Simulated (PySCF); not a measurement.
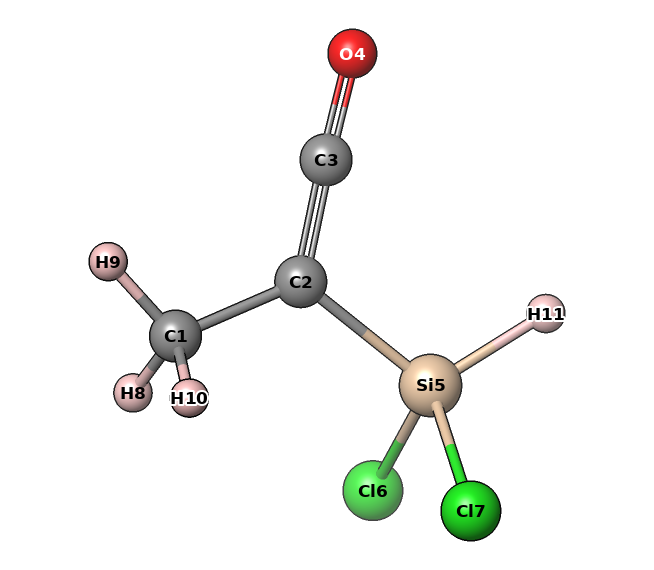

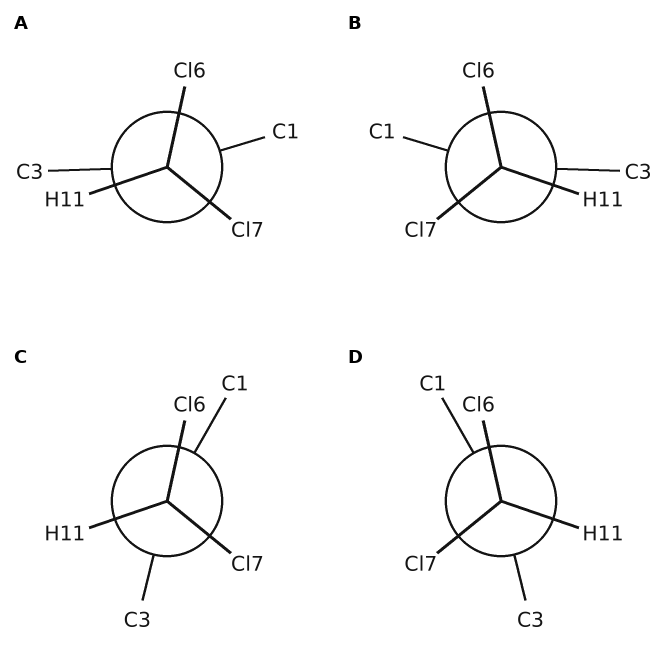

Depth is shown by fading: the farther an atom, the more it takes the colour of the background. Bonds that would overlap in a projection are set slightly apart. Computed geometry: PBE0-D3(BJ)/def2-SVP optimisation. No frequency run is at hand to confirm it as a minimum.

### Which Newman projection shows the view along Si5–C2, with Si5 in front?

A. The torsion angle Cl6–Si5–C2–C1 is 60°, synclinal (gauche).
